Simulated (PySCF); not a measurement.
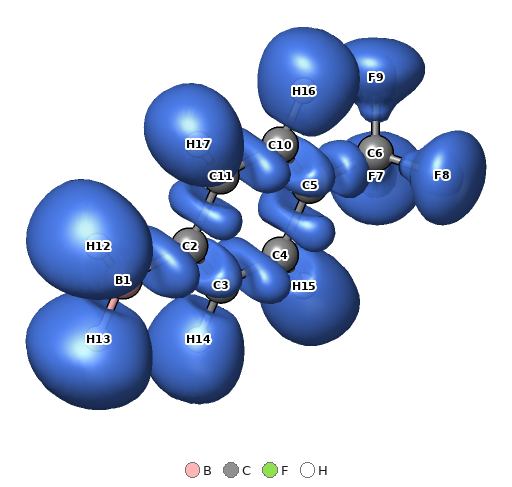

Figure 1: C7H6BF3. Isosurface of the electron localisation function at 0.75 (blue), seen at an oblique angle. Core shells and regions of very low density are left out.

Geometry: GFN2-xTB.

Theory: PBE0/pcSseg-1, SCF density, gas phase, non-relativistic in PySCF 2.14.0.

Input

```
{"job": {"kind": "nmr", "xc": "PBE0", "basis": "pcSseg-1"}, "charge": 0, "multiplicity": 1}
B     -3.116765    -0.440993     0.001042
C     -1.581468    -0.219586     0.000022
C     -0.884792     0.068733    -1.181445
C      0.481834     0.270552    -1.190225
C      1.189629     0.189150     0.002330
C      2.680159     0.373112    -0.002878
F      3.101151     1.200054    -0.972339
F      3.328782    -0.793464    -0.199491
F      3.150002     0.869398     1.152021
C      0.534835    -0.100843     1.192628
C     -0.832359    -0.298645     1.181941
H     -3.669109    -0.681294     1.001143
H     -3.717501    -0.366007    -0.997173
H     -1.431227     0.133036    -2.110319
H      1.002246     0.494842    -2.109224
H      1.095825    -0.164246     2.112910
H     -1.338240    -0.521767     2.109146
```

Command:

```sh
OMP_NUM_THREADS=1 python probes_run.py task.json out
```

> What do the ELF domains correspond to?

The surface consists of one region between bonded B–C atoms (shared pairs), seven regions between bonded C–C atoms (shared pairs), six regions around hydrogen nuclei and three regions on F in which the atom's valence shell and bonds are merged. Along the contacts the grid gives the following. C–F (1.34 Å): the ELF peaks at about 0.85 between the atoms: a shared but strongly polarised pair. C–C (1.38 Å): the ELF peaks at about 0.95 between the atoms: a covalent bond.
